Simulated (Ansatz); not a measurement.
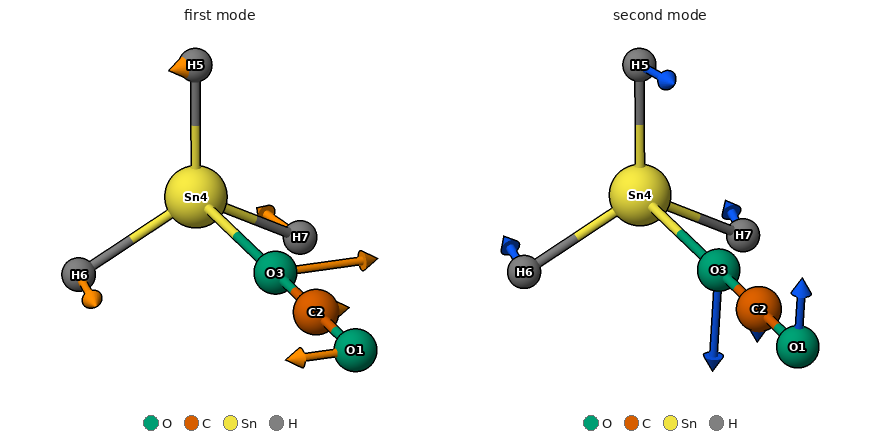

The system is CH3O2Sn, spin multiplicity 2; the picture shows the reference structure; its two panels give the patterns of the first and the second mode as arrows. Coordinates scanned: (1) normal mode 1 (27 cm⁻¹, of the parent); (2) normal mode 2 (27 cm⁻¹, of the parent). Nothing is relaxed (straight displacements along the two mass-weighted modes). The grid has 13 × 13 points. At 19 points there is no value. Points are written as (first, second). Energies are in kJ/mol, from the lowest grid point. Near the degeneracy a single determinant is a rough description. Level of theory: UKS PBE0-D4/def2-SVP in Ansatz.

Its coordinates:

```yaml
atoms:
  - { symbol: O, position_ang: [1.7623, -1.9119, 1.8457] }
  - { symbol: C, position_ang: [1.1347, -1.2270, 1.1852] }
  - { symbol: O, position_ang: [0.4870, -0.5198, 0.5033] }
  - { symbol: Sn, position_ang: [-0.7901, 0.8546, -0.8255] }
  - { symbol: H, position_ang: [0.5199, 1.7835, -1.3556] }
  - { symbol: H, position_ang: [-1.7474, 1.4211, 0.4485] }
  - { symbol: H, position_ang: [-1.3664, -0.4004, -1.8017] }
```

Range: normal mode 1 (27 cm⁻¹, of the parent) from −1.094 to 1.094 amu½·Å; normal mode 2 (27 cm⁻¹, of the parent) from −1.094 to 1.094 amu½·Å.

Q: Predict the map.

A: The lowest grid point is at (−0.547 amu½·Å, −1.094 amu½·Å). It lies at the edge of the scanned range, so the true minimum may lie outside. The same energy is found at (−0.911 amu½·Å, −0.911 amu½·Å); (0.911 amu½·Å, −0.911 amu½·Å). The energy also falls towards the edge at (0.547 amu½·Å, −1.094 amu½·Å) (0.00 kJ/mol above the lowest) and (−1.094 amu½·Å, 0.547 amu½·Å) (0.11 kJ/mol above the lowest), where a further well may lie outside the range. The highest grid point, (0.000 amu½·Å, 0.000 amu½·Å), lies 3.88 kJ/mol above the lowest.

| second ↓, first → | −1.094 | −0.911 | −0.729 | −0.547 | −0.365 | −0.182 | 0.000 | 0.182 | 0.365 | 0.547 | 0.729 | 0.911 | 1.094 |
| --- | --- | --- | --- | --- | --- | --- | --- | --- | --- | --- | --- | --- | --- |
| 1.094 | 0.98 | 0.38 | 0.16 | 0.15 | 0.24 | 0.34 | 0.37 | 0.34 | 0.24 | 0.15 | 0.16 | 0.39 | 0.99 |
| 0.911 | 0.37 | – | 0.20 | – | 0.71 | 0.91 | 0.99 | – | 0.71 | – | 0.21 | – | 0.37 |
| 0.729 | 0.13 | 0.19 | 0.53 | 0.97 | 1.39 | 1.68 | 1.79 | 1.69 | 1.39 | 0.98 | 0.53 | 0.20 | 0.14 |
| 0.547 | 0.11 | 0.42 | 0.96 | 1.57 | 2.11 | – | 2.61 | – | 2.11 | – | 0.96 | 0.42 | 0.12 |
| 0.365 | 0.19 | 0.67 | 1.36 | 2.09 | 2.72 | 3.14 | 3.29 | 3.14 | 2.72 | 2.10 | 1.37 | 0.68 | 0.20 |
| 0.182 | 0.27 | 0.86 | 1.64 | 2.44 | 3.12 | 3.58 | 3.74 | 3.58 | 3.13 | – | 1.65 | – | 0.28 |
| 0.000 | 0.29 | 0.92 | 1.73 | 2.56 | 3.26 | 3.72 | 3.88 | 3.72 | 3.26 | 2.56 | 1.74 | 0.92 | 0.30 |
| −0.182 | 0.24 | – | 1.61 | 2.41 | 3.10 | – | 3.71 | 3.55 | 3.10 | – | 1.62 | – | 0.25 |
| −0.365 | 0.14 | 0.62 | 1.31 | 2.03 | 2.66 | 3.08 | 3.23 | 3.08 | 2.66 | 2.04 | 1.31 | 0.62 | 0.15 |
| −0.547 | 0.04 | – | 0.88 | – | 2.02 | 2.38 | 2.51 | 2.39 | 2.02 | – | 0.88 | 0.34 | 0.05 |
| −0.729 | 0.04 | 0.09 | 0.42 | 0.86 | 1.28 | 1.57 | 1.67 | 1.57 | 1.28 | 0.87 | 0.43 | 0.10 | 0.04 |
| −0.911 | 0.26 | 0.00 | 0.08 | – | 0.57 | – | 0.85 | 0.77 | 0.58 | 0.31 | 0.08 | 0.01 | 0.26 |
| −1.094 | 0.85 | 0.24 | 0.01 | 0.00 | 0.08 | 0.18 | 0.21 | 0.18 | 0.09 | 0.00 | 0.01 | 0.25 | 0.86 |

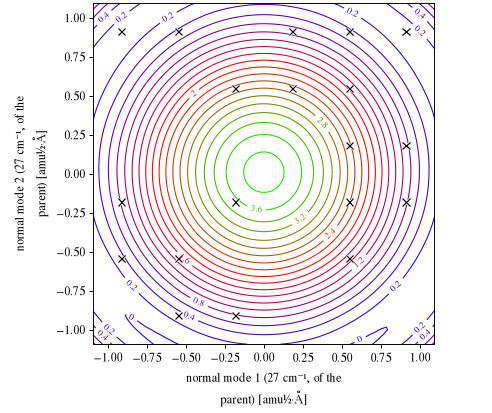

Drawn: contour lines labelled in kJ/mol, crosses at grid points without a value. Between grid points the surface is interpolated.

The whole map (150 points run) took 14 min on 1 thread of Arm Neoverse V2, on a shared host.
